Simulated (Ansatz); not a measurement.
```cif
data_structure
_symmetry_space_group_name_H-M 'P 1'
_symmetry_Int_Tables_number 1
_cell_length_a 5.2333
_cell_length_b 5.2333
_cell_length_c 7.8127
_cell_angle_alpha 90.000
_cell_angle_beta 90.000
_cell_angle_gamma 90.000
_cell_volume 213.97
loop_
_atom_site_label
_atom_site_type_symbol
_atom_site_fract_x
_atom_site_fract_y
_atom_site_fract_z
_atom_site_occupancy
Sr1 Sr 0.00000 0.50000 0.70862 1
Sr2 Sr 0.50000 0.00000 0.29138 1
Yb1 Yb 0.00000 0.50000 0.18383 1
Yb2 Yb 0.50000 0.00000 0.81617 1
Ga1 Ga 0.00000 0.00000 0.00000 1
Ga2 Ga 0.50000 0.50000 0.00000 1
```

Space group P4/nmm; a structure generated by program, which may or may not match a known phase; computed without spin polarisation; no Hubbard U on the f states and no spin–orbit coupling.

Method: DFT PBE, scalar-relativistic, plane waves, PAW in Ansatz 0.2.0.

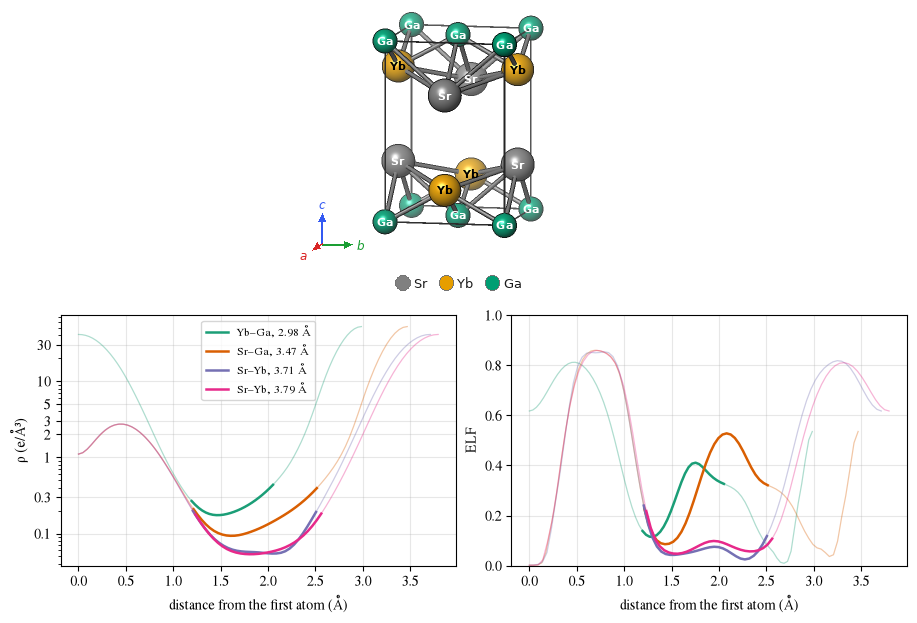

SrYbGa. Valence electron density and ELF along straight lines between neighbouring atoms. Thin, pale parts lie inside the atomic spheres. The structure is drawn too.

In a PAW calculation such maps are meaningful between the atoms, not at the nuclei.

Question: What can be read from the curves?

Answer: Yb–Ga (2.98 Å): the density is about 0.17 e/Å³ at the midpoint; the ELF is about 0.20 at the midpoint and 0.10 at its lowest between the atoms (no localised pair shows between them).
Sr–Ga (3.47 Å): ρ at the midpoint is about 0.1 e/Å³; the ELF peaks at about 0.55 in the valence shell of Ga, 1.4 Å from its nucleus, and drops to about 0.10 between the two atoms; no localised pair shows between them.
Sr–Yb (3.71 Å): ρ at the midpoint is about 0.06 e/Å³; the ELF is about 0.05 at the midpoint (no localised pair shows between them).
Sr–Yb (3.79 Å): ρ is about 0.05 e/Å³ halfway; the ELF is about 0.10 at the midpoint; no shared electron pair shows on this line.
